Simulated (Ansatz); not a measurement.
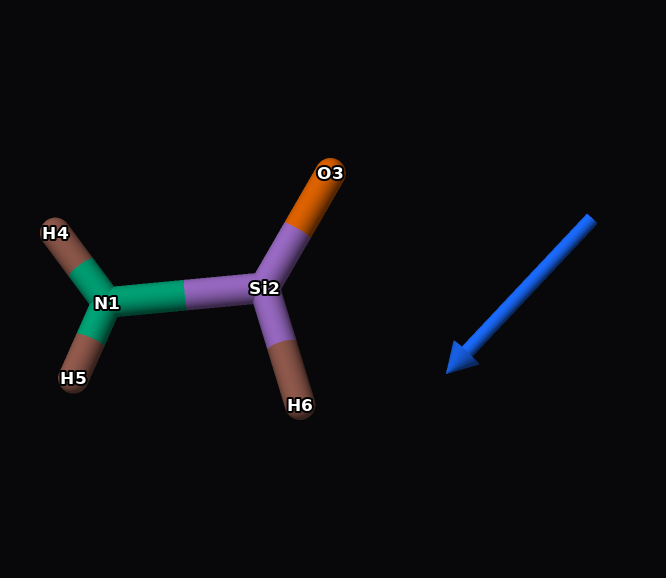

The arrow beside the molecule shows the direction of the dipole moment, from the negative to the positive end (its length means nothing). Geometry: atoms displaced at random (about 0.05 Å) from a stationary point of GFN2-xTB. Method: RKS SPW92 (LDA)/def2-TZVPP (Ansatz 0.2.0).

How large is the dipole moment?

4.26 D; it points from the side of O3 to the side of H5 (the outermost atoms at the two ends).
